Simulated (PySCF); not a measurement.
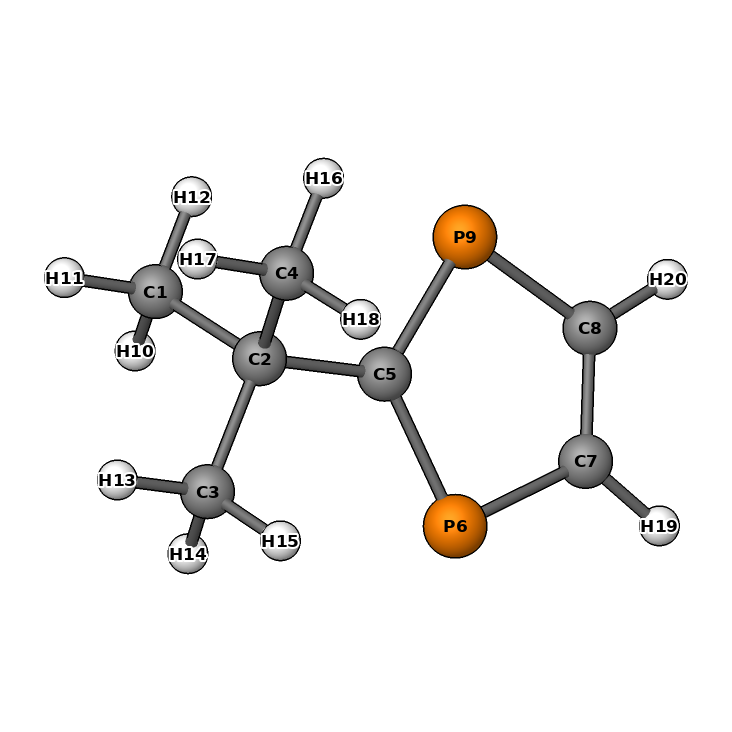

The questions are on isotropic NMR shieldings of the H atoms. Charge −1, singlet. The geometry was computed by an optimisation with GFN2-xTB. No frequency run is at hand to confirm it as a minimum. Method: GIAO PBE0/pcSseg-1 NMR shielding, non-relativistic, gas phase (PySCF 2.14.0).

> Which H atom is the most shielded (lowest chemical shift)?

H13 (30.94 ppm).

> Which H atom is the least shielded (highest chemical shift)?

H20 (23.84 ppm).

> How wide is the range of H shifts?

7.10 ppm.

Give the isotropic NMR shieldings of the H atoms atom by atom.

| atom | σ (ppm) |
| --- | --- |
| H10 | 30.43 |
| H11 | 30.63 |
| H12 | 29.41 |
| H13 | 30.94 |
| H14 | 29.55 |
| H15 | 29.55 |
| H16 | 29.41 |
| H17 | 30.63 |
| H18 | 30.43 |
| H19 | 24.24 |
| H20 | 23.84 |

The geometry is semi-empirical. Around P such bond lengths and angles can be off by a tenth of an ångström or more and by several degrees, and values that hang on the shape move with them.
